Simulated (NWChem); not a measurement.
# One shape, several levels: C2H6S2 (dimethyl disulfide)

Wanted: a comparison of 6 runs (HF/STO-3G, HF/3-21G, HF/cc-pVDZ, B3LYP/6-31G*, PBE/aug-cc-pVDZ) of C2H6S2 (dimethyl disulfide). 

The results are computed with NWChem 7.3.0.

## (1) The molecule

C2H6S2 has 10 atoms, charge 0, and is taken as a singlet. As SMILES, `CSSC`. Geometry: relaxed at PBE0-D4/def2-TZVP. This is one conformer, not always the lowest.

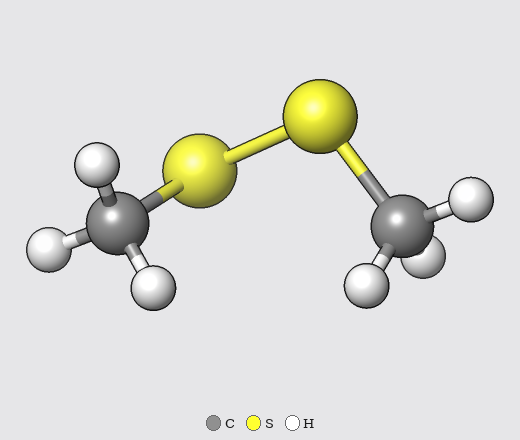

The structure, seen from a chosen angle (carbon grey, sulfur yellow, hydrogen white).

## (2) Energy and gradient at HF/STO-3G (run 1)

File m1.nw:

```
start m1
memory total 2200 mb
geometry units angstrom noautosym nocenter noautoz
  C       -1.051300       1.501800      -0.317200
  S        0.740400       1.356700      -0.153900
  S        0.967800      -0.119700       1.216900
  C        0.915200      -1.624600       0.221900
  H       -1.485400       0.595200      -0.738400
  H       -1.506100       1.726500       0.646700
  H       -1.228700       2.332500      -1.004300
  H        1.095800      -2.452600       0.911400
  H       -0.061400      -1.758100      -0.243200
  H        1.696600      -1.608900      -0.536800
end
basis spherical bse
  * library STO-3G
end
scf
  thresh 1e-08
  maxiter 80
  print medium
end
task scf gradient
```

Launch:

```console
$ nwchem m1.nw > m1.out
```

The log of the run:

```text
[...]
  functions       =    34
[...]
  wavefunction    = RHF
[...]
         Total SCF energy =   -864.662261494558
      One-electron energy =  -1643.924577129073
      Two-electron energy =    556.053734597225
 Nuclear repulsion energy =    223.208581037290
        Time for solution =      1.2s
[...]
                         RHF ENERGY GRADIENTS
    atom               coordinates                        gradient
                 x          y          z           x          y          z
   1 C      -1.986669   2.837990  -0.599421   -0.008444  -0.000304  -0.000513
   2 S       1.399153   2.563791  -0.290829   -0.003033  -0.014092   0.018781
   3 S       1.828877  -0.226200   2.299608    0.001342   0.012800  -0.019882
   4 C       1.729477  -3.070049   0.419330   -0.000772  -0.006482  -0.005251
   5 H      -2.806999   1.124765  -1.395374    0.003118  -0.004108  -0.002723
   6 H      -2.846116   3.262612   1.222086    0.004188   0.001444   0.004865
   7 H      -2.321906   4.407786  -1.897852    0.003000   0.005335  -0.004772
   8 H       2.070762  -4.634742   1.722296    0.001040  -0.002332   0.007315
   9 H      -0.116029  -3.322327  -0.459581   -0.004834   0.002860   0.001664
  10 H       3.206109  -3.040380  -1.014405    0.004395   0.004878   0.000515
[...]
```

It took 1.9 s on 1 thread of AMD EPYC 9R45 (Zen 5), shared host; peak memory 0.099 GiB.

## (3) Energy and forces at HF/3-21G (run 2)

File mymol.nw:

```
echo
START mymol
TITLE "C2H6S2 hf"
memory total 2200 mb

GEOMETRY units angstrom noautosym nocenter noautoz
  C     -1.051300     1.501800    -0.317200
  S      0.740400     1.356700    -0.153900
  S      0.967800    -0.119700     1.216900
  C      0.915200    -1.624600     0.221900
  H     -1.485400     0.595200    -0.738400
  H     -1.506100     1.726500     0.646700
  H     -1.228700     2.332500    -1.004300
  H      1.095800    -2.452600     0.911400
  H     -0.061400    -1.758100    -0.243200
  H      1.696600    -1.608900    -0.536800
END

BASIS "ao basis" spherical bse
  * library 3-21G
END

SCF
  thresh 1e-08
  maxiter 80
  noprint "final vectors analysis"
END

TASK scf gradient
```

Launch:

```console
$ nwchem mymol.nw > mymol.out
```

The log of the run:

```text
[...]
  functions       =    56
[...]
  wavefunction    = RHF
[...]
         Total SCF energy =   -869.887670168580
      One-electron energy =  -1644.141561277169
      Two-electron energy =    551.045310071299
 Nuclear repulsion energy =    223.208581037290
        Time for solution =      1.3s
[...]
                         RHF ENERGY GRADIENTS
    atom               coordinates                        gradient
                 x          y          z           x          y          z
   1 C      -1.986669   2.837990  -0.599421    0.037470  -0.004529   0.004877
   2 S       1.399153   2.563791  -0.290829   -0.022693  -0.055039   0.050920
   3 S       1.828877  -0.226200   2.299608   -0.009601   0.031196  -0.071231
   4 C       1.729477  -3.070049   0.419330    0.000955   0.032865   0.019272
   5 H      -2.806999   1.124765  -1.395374   -0.002781  -0.006254  -0.003366
   6 H      -2.846116   3.262612   1.222086   -0.003002   0.002024   0.006814
   7 H      -2.321906   4.407786  -1.897852   -0.000427   0.006163  -0.005226
   8 H       2.070762  -4.634742   1.722296    0.001270  -0.005521   0.005762
   9 H      -0.116029  -3.322327  -0.459581   -0.007061  -0.000989  -0.002799
  10 H       3.206109  -3.040380  -1.014405    0.005869   0.000084  -0.005022
[...]
```

Wall time 2.1 s (1 thread of AMD EPYC 9R45 (Zen 5), shared host); peak memory 0.099 GiB.

Runs 3 to 4 aren't shown in full; the table further down has their settings and results.

## (4) Energy and gradient at B3LYP/6-31G(d) (Cartesian functions) (run 5)

File nw.xyz:

```xyz
10
C2H6S2 B3LYP
C     -1.051300     1.501800    -0.317200
S      0.740400     1.356700    -0.153900
S      0.967800    -0.119700     1.216900
C      0.915200    -1.624600     0.221900
H     -1.485400     0.595200    -0.738400
H     -1.506100     1.726500     0.646700
H     -1.228700     2.332500    -1.004300
H      1.095800    -2.452600     0.911400
H     -0.061400    -1.758100    -0.243200
H      1.696600    -1.608900    -0.536800
```

File nw.nw:

```
start nw
title "C2H6S2 B3LYP"
memory 2200 mb

geometry units angstroms noautosym nocenter noautoz
load format xyz nw.xyz
end

basis cartesian
* library 6-31G*
end

dft
xc b3lyp
mult 1
grid xfine
convergence energy 1e-08
maxiter 100
mulliken
end

task dft gradient
```

Launch:

```console
$ nwchem nw.nw > nw.out
```

The log of the run:

```text
[...]
          Wavefunction type:  closed shell.
          No. of atoms     :    10
          No. of electrons :    50
[...]
          Charge           :     0
          Spin multiplicity:     1
[...]
          AO basis - number of functions:    80
[...]
              XC Information
              --------------
                         B3LYP Method XC Potential
                     Hartree-Fock (Exact) Exchange  0.200
                        Slater Exchange Functional  0.800 local
                    Becke 1988 Exchange Functional  0.720 non-local
              Lee-Yang-Parr Correlation Functional  0.810
                  VWN I RPA Correlation Functional  0.190 local
[...]
 d= 0,ls=0.0,diis     1   -876.1613058538 -1.10D+03  9.69D-03  5.56D-01     2.2
[...]
 d= 0,ls=0.0,diis     8   -876.2057442385 -1.56D-09  1.81D-06  1.17D-08    14.7
         Total DFT energy =     -876.205744238528
      One electron energy =    -1650.271204613850
           Coulomb energy =      615.377813151299
    Exchange-Corr. energy =      -64.520933813267
 Nuclear repulsion energy =      223.208581037290
[...]
      Total Density - Mulliken Population Analysis
     ---------------------------------------------
    Atom       Charge   Shell Charges
 -----------   ------   -------------------------------------------------------
    1 C    6     6.59   1.99  0.68  2.10  0.70  1.08  0.03
    2 S   16    15.98   2.00  1.99  5.97  1.42  3.00  0.51  1.04  0.04
    3 S   16    15.98   2.00  1.99  5.97  1.42  3.00  0.51  1.04  0.04
    4 C    6     6.59   1.99  0.68  2.10  0.70  1.08  0.03
    5 H    1     0.82   0.52  0.29
    6 H    1     0.80   0.52  0.28
    7 H    1     0.81   0.52  0.29
    8 H    1     0.81   0.52  0.29
    9 H    1     0.82   0.52  0.29
   10 H    1     0.80   0.52  0.28
[...]
  wavefunction    = closed shell
[...]
```

Run time: 19 s. Hardware: 1 thread of AMD EPYC 9R45 (Zen 5), shared host; peak memory 0.15 GiB.

## (5) Energy and forces at PBE/aug-cc-pVDZ (run 6)

File c2h6s2.xyz:

```xyz
10
C2H6S2
C     -1.051300     1.501800    -0.317200
S      0.740400     1.356700    -0.153900
S      0.967800    -0.119700     1.216900
C      0.915200    -1.624600     0.221900
H     -1.485400     0.595200    -0.738400
H     -1.506100     1.726500     0.646700
H     -1.228700     2.332500    -1.004300
H      1.095800    -2.452600     0.911400
H     -0.061400    -1.758100    -0.243200
H      1.696600    -1.608900    -0.536800
```

File c2h6s2.nw:

```
echo
start c2h6s2
title "C2H6S2"
memory stack 880 mb heap 220 mb global 1100 mb
geometry noautosym nocenter noautoz
  load format xyz c2h6s2.xyz
end
basis spherical bse
  * library aug-cc-pVDZ
end
dft
  xc xpbe96 cpbe96
  grid fine
  convergence energy 1e-08
  maxiter 100
  mulliken
  noprint "final vectors analysis"
end
task dft gradient
```

Launch:

```console
$ nwchem c2h6s2.nw > c2h6s2.out
```

The log of the run:

```text
[...]
          Wavefunction type:  closed shell.
          No. of atoms     :    10
          No. of electrons :    50
[...]
          Charge           :     0
          Spin multiplicity:     1
[...]
          AO basis - number of functions:   154
[...]
              XC Information
              --------------
          PerdewBurkeErnzerhof Exchange Functional  1.000
            Perdew 1991 LDA Correlation Functional  1.000 local
           PerdewBurkeErnz. Correlation Functional  1.000 non-local
[...]
 d= 0,ls=0.0,diis     1   -875.7257635505 -1.10D+03  9.29D-03  4.53D-01     7.8
[...]
 d= 0,ls=0.0,diis     8   -875.7644371487  3.71D-09  1.76D-06  8.50D-08    50.0
         Total DFT energy =     -875.764437148659
      One electron energy =    -1650.085920395109
           Coulomb energy =      615.121008442777
    Exchange-Corr. energy =      -64.008106233617
 Nuclear repulsion energy =      223.208581037290
[...]
      Total Density - Mulliken Population Analysis
     ---------------------------------------------
    Atom       Charge   Shell Charges
 -----------   ------   -------------------------------------------------------
    1 C    6     5.46   2.02  0.66  0.38  0.12  2.12  0.25 -0.04  0.04 -0.09
    2 S   16    15.97   2.00  2.05  0.92  0.95 -0.03  6.01  2.34  1.55  0.05  0.12  0.01
    3 S   16    15.97   2.00  2.05  0.92  0.95 -0.03  6.01  2.34  1.55  0.05  0.12  0.01
    4 C    6     5.46   2.02  0.66  0.38  0.12  2.12  0.25 -0.04  0.04 -0.09
    5 H    1     1.20   0.77  0.42  0.02  0.03 -0.03
    6 H    1     1.16   0.76  0.40  0.00  0.03 -0.04
    7 H    1     1.21   0.76  0.44  0.01  0.03 -0.03
    8 H    1     1.21   0.76  0.44  0.01  0.03 -0.03
    9 H    1     1.20   0.77  0.42  0.02  0.03 -0.03
   10 H    1     1.16   0.76  0.40  0.00  0.03 -0.04
[...]
  wavefunction    = closed shell
[...]
```

Run time: 67 s. Hardware: 1 thread of AMD EPYC 9R45 (Zen 5), shared host; peak memory 0.14 GiB.

## (6) The series

| run | level | iteration cap | module | energy (Eh) | dipole moment (D) | largest force (eV/Å) | wall time |
| --- | --- | --- | --- | --- | --- | --- | --- |
| 1 | HF/STO-3G | 80 | scf | -864.662261 | 1.24 | 1.218 | 1.9 s |
| 2 | HF/3-21G | 80 | scf | -869.887670 | 2.70 | 4.029 | 2.1 s |
| 3 | HF/cc-pVDZ | 80 | scf | -874.292295 | 2.22 | 0.881 | 33 s |
| 4 | B3LYP/6-31G* (spherical functions) | 100 | dft | -876.198510 | 2.24 | 1.007 | 18 s |
| 5 | B3LYP/6-31G* (Cartesian functions) | 100 | dft | -876.205744 | 2.24 | 1.012 | 19 s |
| 6 | PBE/aug-cc-pVDZ | 100 | dft | -875.764437 | 2.05 | 1.080 | 67 s |

## (7) Results

| quantity | value |
| --- | --- |
| run 6: total energy | -875.76444 Eh |
| run 6: dipole moment | 2.05 D |
| run 6: largest force on an atom | 1.080 eV/Å |

The dipole moment (its size) runs from 1.24 D (HF/STO-3G) to 2.70 D (HF/3-21G). Over runs 1, 4, 5 the HOMO–LUMO gap runs from 6.19 eV (B3LYP/6-31G*) to 16.52 eV (HF/STO-3G). The two ends differ in method and basis. Totals of different functionals can't be ranked against each other. In run 1 the basis is minimal, so the values are rough. All runs together took 2.3 min, the longest 67 s.
